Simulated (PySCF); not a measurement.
C6H6O (SMILES C=CCc1cc1=O)

The calculation's input:

```
{"job": {"kind": "uv", "xc": "PBE0", "basis": "def2-SVPD", "nstates": 6, "ntriplets": 2}, "charge": 0, "multiplicity": 1}
C     -2.265414     0.308284     0.531747
C     -1.297877    -0.348818    -0.077785
C     -0.166918     0.310447    -0.808423
C      1.139657    -0.009687    -0.211042
C      1.789802    -0.669408     0.776949
C      2.570652     0.081966    -0.149166
O      3.611950     0.487578    -0.568446
H     -2.311291     1.385224     0.526694
H     -3.056376    -0.198392     1.056864
H     -1.266514    -1.429993    -0.060482
H     -0.288556     1.397908    -0.810261
H     -0.147744    -0.013944    -1.855290
H      1.684241    -1.300677     1.630914
```

Command:

```sh
OMP_NUM_THREADS=1 python probes_run.py task.json out
```

Geometry: GFN2-xTB.

These are results of PySCF, PBE0/def2-SVPD, SCF density, gas phase, not measurements.

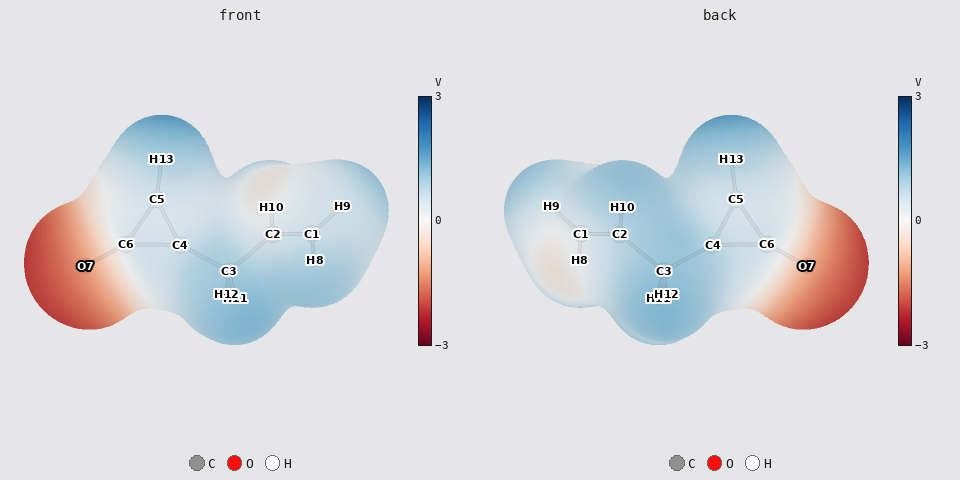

Figure 1. The molecular electrostatic potential painted on the density surface at 0.002 e/bohr³, seen from the front and from behind; red is negative and blue positive.

Q: Which sites attract a positive test charge, and which a negative one?

A: A positive charge is drawn to the negative regions and a negative charge to the positive ones. The most negative region (about −2.1 V) lies over O7, the most positive (about +1.6 V) over H13. O7 is the likeliest acceptor of a hydrogen bond.

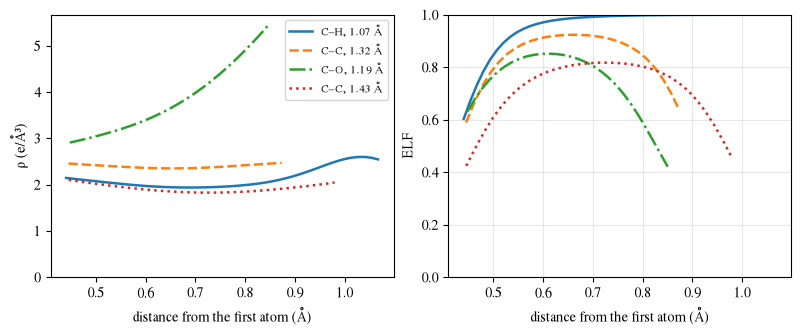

Figure 2. Electron density and ELF along straight lines between neighbouring atoms. The curves leave out the atomic cores.

Q: Compare the contacts.

A: C–H (1.07 Å): the density is about 2 e/Å³ at the midpoint; the ELF climbs to about 1 towards the hydrogen, as it does in any bond to H (an ordinary covalent bond to hydrogen).
C–C (1.32 Å): ρ is about 2.3 e/Å³ halfway; the ELF peaks at about 0.90 between the atoms: a short, multiple covalent bond.
C–O (1.19 Å): the density is about 3.4 e/Å³ at the midpoint; the ELF peaks at about 0.85 between the atoms: a multiple bond.
C–C (1.43 Å): ρ is about 1.8 e/Å³ halfway; the ELF peaks at about 0.80 between the atoms (localised, covalent bonding).
